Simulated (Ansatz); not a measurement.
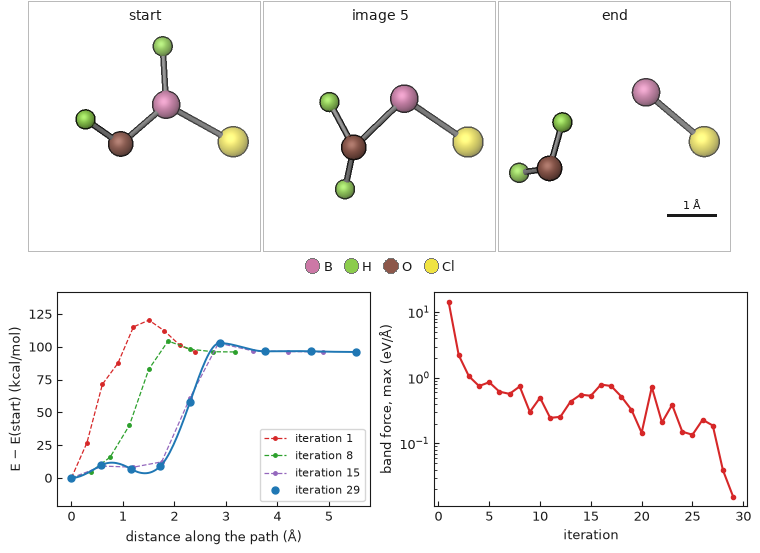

A nudged-elastic-band calculation for BH2OCl. Images are numbered from 0 (start) to 8 (end). The plot follows the band through its iterations. Style: ball-and-stick. Shown at a tilt.

The calculation used Ansatz 0.2.0, RKS PBE-D4/def2-TZVP.

Input file:
```yaml
crystal:
  periodic: [false, false, false]
  atoms:
    - { symbol: B, position_ang: [0.217147, -0.119165, 0.177162] }
    - { symbol: H, position_ang: [0.151894, -0.090619, 1.376034] }
    - { symbol: O, position_ang: [1.361657, -0.390791, -0.496901] }
    - { symbol: H, position_ang: [2.109976, -0.556312, 0.102492] }
    - { symbol: Cl, position_ang: [-1.234074, 0.204986, -0.766987] }
basis:
  gaussian: { orbitals: def2-TZVP }
hamiltonian:
  xc: pbe
  dispersion: d4
neb:
  order_check: false
  images: 7
  f_tol: 0.03
  max_iterations: 60
  final_atoms:
    - { symbol: B, position_ang: [-0.9072619, -0.16939879, 0.3834661] }
    - { symbol: H, position_ang: [1.1572502, -0.11367801, 0.92450718] }
    - { symbol: O, position_ang: [1.85318275, 0.00959239, 0.24138983] }
    - { symbol: H, position_ang: [2.09320554, -0.89937226, -0.01082358] }
    - { symbol: Cl, position_ang: [-1.58977659, 0.22095567, -1.14673953] }
  initial_path:
    images:
      - { positions_ang: [[0.217147, -0.119165, 0.177162], [0.151894, -0.090619, 1.376034], [1.361657, -0.390791, -0.496901], [2.109976, -0.556312, 0.102492], [-1.234074, 0.204986, -0.766987]] }
      - { positions_ang: [[0.16285676, -0.08881271, 0.13431943], [0.28148798, -0.10177798, 1.33596677], [1.42077364, -0.29230514, -0.32252287], [2.06186029, -0.6470777, 0.06231998], [-1.32037868, 0.17807253, -0.81828331]] }
      - { positions_ang: [[0.10856653, -0.05846042, 0.09147685], [0.41108197, -0.11293696, 1.29589954], [1.47989028, -0.19381927, -0.14814474], [2.01374458, -0.7378434, 0.02214796], [-1.40668336, 0.15115905, -0.86957961]] }
      - { positions_ang: [[0.05427629, -0.02810813, 0.04863428], [0.54067595, -0.12409594, 1.25583231], [1.53900693, -0.09533341, 0.0262334], [1.96562887, -0.8286091, -0.01802406], [-1.49298804, 0.12424558, -0.92087592]] }
      - { positions_ang: [[-1.394e-05, 0.00224416, 0.00579171], [0.67026993, -0.13525492, 1.21576508], [1.59812357, 0.00315246, 0.20061153], [1.91751316, -0.9193748, -0.05819609], [-1.57929272, 0.09733211, -0.97217223]] }
      - { positions_ang: [[-0.22682593, -0.04066658, 0.10021031], [0.792015, -0.1298607, 1.1429506], [1.66188836, 0.00476244, 0.21080611], [1.96143626, -0.91437416, -0.04635296], [-1.58191369, 0.128238, -1.01581405]] }
      - { positions_ang: [[-0.45363792, -0.08357732, 0.1946289], [0.91376006, -0.12446647, 1.07013613], [1.72565316, 0.00637243, 0.22100068], [2.00535935, -0.90937353, -0.03450983], [-1.58453465, 0.15914389, -1.05945588]] }
      - { positions_ang: [[-0.68044991, -0.12648806, 0.2890475], [1.03550513, -0.11907224, 0.99732165], [1.78941796, 0.00798241, 0.23119526], [2.04928245, -0.9043729, -0.0226667], [-1.58715562, 0.19004978, -1.10309771]] }
      - { positions_ang: [[-0.9072619, -0.16939879, 0.3834661], [1.1572502, -0.11367801, 0.92450718], [1.85318275, 0.00959239, 0.24138983], [2.09320554, -0.89937226, -0.01082358], [-1.58977659, 0.22095567, -1.14673953]] }
```

Launched with:
```bash
ansatz run input.yaml --threads 4 --pin off --max-ram 5120MiB --backend cpu --events-out ev --progress --plain --runs-dir out
```

### How did the profile develop, and is the result final?

The run is converged, with reservations. The band converged in 29 iterations. The largest component of the band force went from 15 to 0.016 eV/Å. The climbing image converged on the top of the path. Its vibrational analysis gives one imaginary mode (1165i cm⁻¹), as a transition state must have. The first iteration put the highest image at 120.3 kcal/mol. The energy climbs by 102.8 kcal/mol to image 5 and then falls by 6.7 kcal/mol, so the end point sits at +96.0 kcal/mol.
